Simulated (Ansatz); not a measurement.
**CH₂ClSi radical: single points off equilibrium**

A test off equilibrium: a structure displaced at random from a GFN2-xTB minimum is computed at several levels, and each is set against CCSD(T).

The runs use Ansatz 0.2.0, Gaussian basis; single points in def2-TZVPP.

Cores are frozen in the correlated methods. Orbitals are unrestricted.

## Step 1: The starting structure

SMILES `[SiH]=CCl`, 5 atoms, charge 0, spin multiplicity 2.

Atoms are counted from 1 here; the program's logs count them from 0.

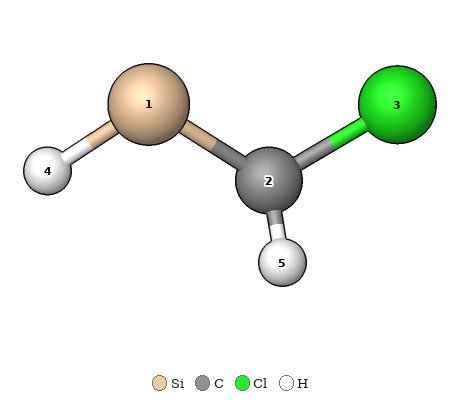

As it starts; silicon light orange, carbon grey, chlorine green, hydrogen white; atoms are numbered from 1 in the order of the file.

Geometry (Å):

```
Si   -0.50230    0.96940   -0.76610
C     0.30970   -0.33370    0.29120
Cl    2.15310   -0.43610    0.27400
H    -1.94380    0.39410   -1.05230
H    -0.09410   -0.62100    1.21590
```

## Step 2: CCSD(T)/def2-TZVPP

run/in.yaml reads:

```yaml
crystal:
  periodic: [false, false, false]
  atoms:
    - {symbol: Si, position_ang: [-0.502300, 0.969400, -0.766100]}
    - {symbol: C, position_ang: [0.309700, -0.333700, 0.291200]}
    - {symbol: Cl, position_ang: [2.153100, -0.436100, 0.274000]}
    - {symbol: H, position_ang: [-1.943800, 0.394100, -1.052300]}
    - {symbol: H, position_ang: [-0.094100, -0.621000, 1.215900]}
basis:
  gaussian: {orbitals: def2-TZVPP}
magnetization: {spin_polarized: true, initial_magnetization: 1}
correlation: {method: ccsd_t}
scf: {omitted_lower_state_checks: [cluster_reference]}
output: {forces: true}
```

The command line of these runs was not kept.

## Step 3: PBE0-D4/def2-TZVPP

run/in.yaml: that of step 2 with these lines changed.

```diff
@@ -11,4 +11,3 @@
 magnetization: {spin_polarized: true, initial_magnetization: 1}
-correlation: {method: ccsd_t}
-scf: {omitted_lower_state_checks: [cluster_reference]}
-output: {forces: true}
+hamiltonian: {xc: pbe0, dispersion: d4}
+output: {forces: true, orbitals: {seedname: orbitals}}
```

## Step 4: wB97M-V/def2-TZVPP

run/in.yaml: that of step 3 with these lines changed.

```diff
@@ -11,3 +11,3 @@
 magnetization: {spin_polarized: true, initial_magnetization: 1}
-hamiltonian: {xc: pbe0, dispersion: d4}
-output: {forces: true, orbitals: {seedname: orbitals}}
+hamiltonian: {xc: {name: wB97M-V}}
+output: {forces: true}
```

## Step 5: r2SCAN-D4/def2-TZVPP

run/in.yaml: that of step 4 with these lines changed.

```diff
@@ -11,3 +11,3 @@
 magnetization: {spin_polarized: true, initial_magnetization: 1}
-hamiltonian: {xc: {name: wB97M-V}}
+hamiltonian: {xc: r2scan, dispersion: d4}
 output: {forces: true}
```

## Step 6: PBE-D4/def2-TZVPP

run/in.yaml: that of step 5 with these lines changed.

```diff
@@ -11,3 +11,3 @@
 magnetization: {spin_polarized: true, initial_magnetization: 1}
-hamiltonian: {xc: r2scan, dispersion: d4}
+hamiltonian: {xc: pbe, dispersion: d4}
 output: {forces: true}
```

## Step 7: revPBE-D4/def2-TZVPP

run/in.yaml: that of step 6 with these lines changed.

```diff
@@ -11,3 +11,3 @@
 magnetization: {spin_polarized: true, initial_magnetization: 1}
-hamiltonian: {xc: pbe, dispersion: d4}
+hamiltonian: {xc: {name: revPBE}, dispersion: d4}
 output: {forces: true}
```

## Step 8: r2SCANh-D4/def2-TZVPP

run/in.yaml: that of step 7 with these lines changed.

```diff
@@ -11,3 +11,3 @@
 magnetization: {spin_polarized: true, initial_magnetization: 1}
-hamiltonian: {xc: {name: revPBE}, dispersion: d4}
+hamiltonian: {xc: {name: r2SCANh}, dispersion: d4}
 output: {forces: true}
```

(Steps that only read results are left out.)

What does the calculation give? Wanted: energy less free atoms, CCSD(T)/def2-TZVPP; RMS force component; RMS force error; HOMO and LUMO, PBE0-D4; T1 diagnostic.

The runs gave:

| quantity | value |
| --- | --- |
| energy less free atoms, CCSD(T)/def2-TZVPP | -1352.1 kJ/mol |
| RMS force component | 1.035 to 1.143 eV/Å over the methods |
| RMS force error | PBE0-D4 0.138, wB97M-V 0.090, r2SCAN-D4 0.123, PBE-D4 0.198, revPBE-D4 0.176, r2SCANh-D4 0.102 eV/Å |
| HOMO and LUMO, PBE0-D4 | -6.80 and -3.54 eV |
| T1 diagnostic | 0.048 |

**Reading.** Against CCSD(T) the functionals' energies less atoms differ by -118.8 to -60.1 kJ/mol, PBE-D4 by -118.8 kJ/mol. A larger basis would deepen the CCSD(T) value, while the functionals are nearly converged already, so the order here is not reliable. On forces the order runs from wB97M-V to PBE-D4. Frozen-core CCSD(T) forces in triple zeta carry basis errors of their own, and this is one geometry, so small gaps rank nothing. The T1 diagnostic is large here, over the usual mark for main-group molecules (transition-metal compounds often pass it harmlessly), so CCSD(T) itself may be off. The unrestricted reference is spin-contaminated, which hurts MP2 most.
